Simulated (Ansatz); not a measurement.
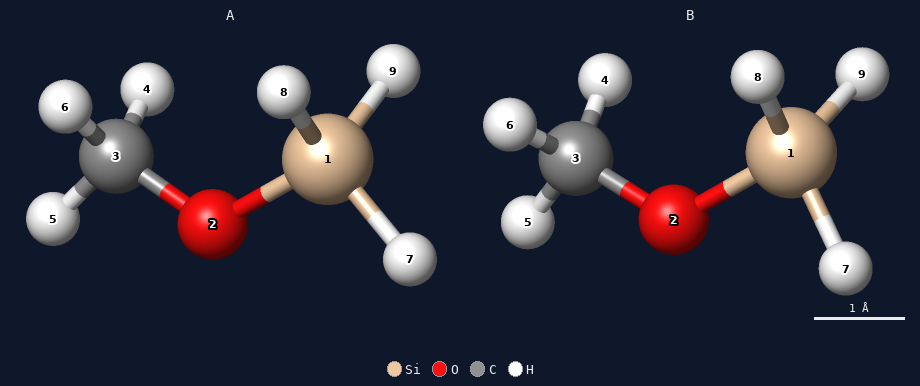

Two geometries of CH6OSi, drawn at one scale. One is the start of a relaxation, the other its converged end. The picture is a ball-and-stick view, seen at a tilt.

Computed with RKS revPBE-D4/def2-SVP in Ansatz 0.2.0. (no spin polarisation; force threshold 0.03 eV/Å; at most 50 steps)

Which geometry has the lower energy?

Structure A is the relaxed one. The run prepares an end point of a later path (reaction) calculation, from a guessed geometry. The largest move after the best rigid fit is that of H7, 0.30 Å. Largest moves by element: H 0.30 Å, O 0.12 Å, Si 0.08 Å, C 0.04 Å. Some distances before and after: Si1–H7 1.460 → 1.498 Å, Si1–O2 1.674 → 1.685 Å, O2–C3 1.425 → 1.419 Å. Bond angles that change, for instance: O2–Si1–H7 91.6° → 106.1°, H7–Si1–H9 115.6° → 110.3°, H7–Si1–H8 114.9° → 110.2°. After 7 geometry steps the energy has fallen by 0.180 eV. The largest force component goes from 1.1 to 0.017 eV/Å. Cost: 8.8 s on 1 thread of AMD EPYC 9R45 96-Core Processor (Zen 5), with other jobs on the host, peak memory 0.15 GiB.
